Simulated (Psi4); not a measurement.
# CCSD(T)/6-31G(d) (spherical functions, sweep point 5) run of SiNH5 (Si(NH2)H3)

Aim: the vertical ionisation energy of SiNH5 (Si(NH2)H3) at CCSD(T)/6-31G* (spherical functions, sweep point 5), from 2 runs. 

The results are computed with Psi4 1.11.

4 further runs of the same task are left out: 4 set aside as unsound or not needed.

## 1. Starting point

SiNH5: 7 atoms, total charge 0, spin state singlet. SMILES: `[H][Si]([H])([H])N`. The coordinates come from a GFN2-xTB relaxation.

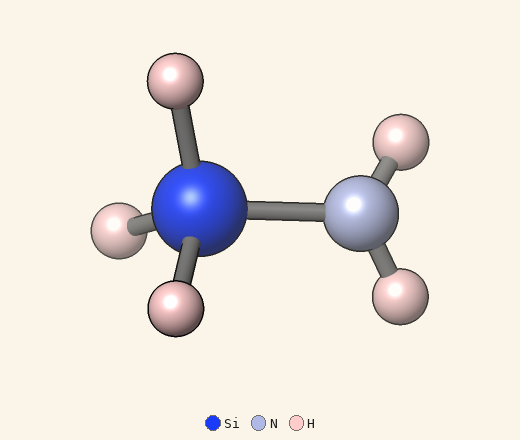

The structure, seen from a chosen angle (silicon blue, nitrogen light blue, hydrogen pink).

## 2. The energy at CCSD(T)/6-31G(d) (spherical functions, sweep point 5)

File h5nsi.dat:

```
memory 1600 MB

molecule system {
  Si    -0.00130391     0.00449755    -1.29066405
  N      0.17132257     0.33767516     1.94369670
  H      1.33732138    -0.80916183     2.91734029
  H     -1.44310825     0.58090181     2.92123313
  H      2.62246743    -0.01874608    -2.14585960
  H     -1.41336396     2.20975124    -2.16581511
  H     -1.27333526    -2.30491785    -2.17993137
  units au
  symmetry c1
}

set {
  basis           6-31G*
  reference       rhf
  puream          true
  scf_type        pk
  num_frozen_docc 6
  d_convergence   1e-06
  e_convergence   1e-06
}

energy_value, wavefunction = energy("ccsd(t)", return_wfn=True)
```

Run with:

```bash
$ psi4 -i h5nsi.dat -o h5nsi.out -n 1
```

h5nsi.out:

```text
[...]
  Running in c1 symmetry.
[...]
  Nuclear repulsion =   65.167404732323391
[...]
  Multiplicity = 1
[...]
  Nalpha       = 13
  Nbeta        = 13
[...]
    Number of basis functions: 42
[...]
   @RHF iter   1:  -346.19613636905098   -5.50814e-01   9.41826e-03 DIIS/ADIIS
[...]
   @RHF iter   8:  -346.28103960006842   -6.15415e-09   2.94745e-07 DIIS
[...]
    Orbital Energies [Eh]
    ---------------------
    Doubly Occupied:
       1A    -68.757968     2A    -15.529822     3A     -6.119947
       4A     -4.225791     5A     -4.225683     6A     -4.225129
       7A     -1.130257     8A     -0.721461     9A     -0.651439
      10A     -0.547795    11A     -0.491155    12A     -0.478238
      13A     -0.394671
[...]
  @RHF Final Energy:  -346.28103960006842
   => Energetics <=
    Nuclear Repulsion Energy =             65.1674047323233907
    One-Electron Energy =                -607.8981608251560829
    Two-Electron Energy =                 196.4497164927643382
    Total Energy =                       -346.2810396000684250
[...]
 Multipole Moments:
 ------------------------------------------------------------------------------------
     Multipole            Electronic (a.u.)      Nuclear  (a.u.)        Total (a.u.)
 ------------------------------------------------------------------------------------
 L = 1.  Multiply by 2.5417464519 to convert [e a0] to [Debye]
 Dipole X            :          0.0249527           -0.2006834           -0.1757307
 Dipole Y            :          0.0554202           -0.4090653           -0.3536451
 Dipole Z            :          0.1510253            0.1639500            0.3149753
 Magnitude           :                                                    0.5051293
[...]
      * MP2 total energy                      = -346.523542183401503
[...]
      * CCSD total energy                     = -346.553361898244930
[...]
      * CCSD(T) total energy                  = -346.558494638144509
[...]
```

Wall time 9.1 s (1 thread of Intel Xeon at 2.70GHz, shared host); peak memory 0.21 GiB.

## 3. The doublet cation at the same level

File input.in:

```
memory 1600 mb

molecule system {
  1 2
  Si    -0.00130391     0.00449755    -1.29066405
  N      0.17132257     0.33767516     1.94369670
  H      1.33732138    -0.80916183     2.91734029
  H     -1.44310825     0.58090181     2.92123313
  H      2.62246743    -0.01874608    -2.14585960
  H     -1.41336396     2.20975124    -2.16581511
  H     -1.27333526    -2.30491785    -2.17993137
  units bohr
  symmetry c1
}

set {
  basis 6-31G*
  reference uhf
  puream true
  scf_type pk
  num_frozen_docc 6
  d_convergence 1e-06
  e_convergence 1e-06
  maxiter 150
}

energy('ccsd(t)')
```

Run with:

```bash
$ psi4 input.in input.out -n 1
```

input.out:

```text
[...]
  Running in c1 symmetry.
[...]
  Nuclear repulsion =   65.167404732323391
[...]
  Multiplicity = 2
[...]
  Nalpha       = 13
  Nbeta        = 12
[...]
    Number of basis functions: 42
[...]
   @UHF iter   1:  -345.85918435587206   -2.13862e-01   6.45033e-03 ADIIS/DIIS
[...]
   @UHF iter  12:  -345.96431416590025   -7.63930e-09   5.56105e-07 DIIS
[...]
   @S^2 Observed:                7.618542277E-01
[...]
    Orbital Energies [Eh]
    ---------------------
    Alpha Occupied:
       1A    -68.992758     2A    -15.956546     3A     -6.360194
       4A     -4.466935     5A     -4.464253     6A     -4.463977
       7A     -1.554855     8A     -1.031602     9A     -1.030713
      10A     -0.913765    11A     -0.839917    12A     -0.696725
      13A     -0.694901
    Alpha Virtual:
      14A     -0.085787    15A     -0.009000    16A      0.002504
      17A      0.015932    18A      0.025162    19A      0.101576
      20A      0.147296    21A      0.193614    22A      0.206023
      23A      0.294517    24A      0.464818    25A      0.527064
[...]
  @UHF Final Energy:  -345.96431416590025
   => Energetics <=
    Nuclear Repulsion Energy =             65.1674047323233907
    One-Electron Energy =                -600.4599583040721882
    Two-Electron Energy =                 189.3282394058485920
    Total Energy =                       -345.9643141659002481
  UHF NO Occupations:
  HONO-2 :   11  A 1.9980719
  HONO-1 :   12  A 1.9975668
[...]
 Multipole Moments:
 ------------------------------------------------------------------------------------
     Multipole            Electronic (a.u.)      Nuclear  (a.u.)        Total (a.u.)
 ------------------------------------------------------------------------------------
 L = 1.  Multiply by 2.5417464519 to convert [e a0] to [Debye]
 Dipole X            :          0.0652929           -0.2006834           -0.1353905
 Dipole Y            :          0.1495379           -0.4090653           -0.2595274
 Dipole Z            :          1.4220586            0.1639500            1.5860086
 Magnitude           :                                                    1.6127952
[...]
      * MP2 total energy                      = -346.167822798648729
[...]
      * CCSD total energy                     = -346.207227522245603
[...]
      * CCSD(T) total energy                     = -346.211991285136946
[...]
```

Wall time 11 s (1 thread of Intel Xeon at 2.70GHz, shared host); peak memory 0.2 GiB.

## 4. Results

Level: CCSD(T)/6-31G* (spherical functions, sweep point 5), 6 core orbitals frozen.

```
                                                                  quantity          value
                                               singlet SiNH5: total energy  -346.55849 Eh
                        singlet SiNH5: HOMO energy (Hartree–Fock orbitals)      -10.74 eV
                        singlet SiNH5: LUMO energy (Hartree–Fock orbitals)        3.95 eV
                      singlet SiNH5: HOMO–LUMO gap (Hartree–Fock orbitals)       14.69 eV
                singlet SiNH5: correlation energy (6 core orbitals frozen)     -277.5 mEh
                                             singlet SiNH5: (T) correction      -5.13 mEh
                                              singlet SiNH5: T1 diagnostic          0.011
                                              doublet cation: total energy  -346.21199 Eh
doublet cation: HOMO energy (Hartree–Fock orbitals) (highest over α and β)      -18.83 eV
 doublet cation: LUMO energy (Hartree–Fock orbitals) (lowest over α and β)       -6.77 eV
               doublet cation: correlation energy (6 core orbitals frozen)     -247.7 mEh
                                            doublet cation: (T) correction      -4.76 mEh
                         doublet cation: ⟨S²⟩ of the reference determinant          0.762
                                             doublet cation: T1 diagnostic          0.048
                        vertical ionisation energy (to the doublet cation)       9.429 eV
```

**Reading.** The vertical ionisation energy comes to 9.43 eV (217 kcal/mol). The triples (singlet SiNH5) make up 1.8 % of the correlation energy. The T1 diagnostic (doublet cation) of 0.048 is above the customary mark for such species, so a single reference may not serve. The triples (doublet cation) make up 1.9 % of the correlation energy.
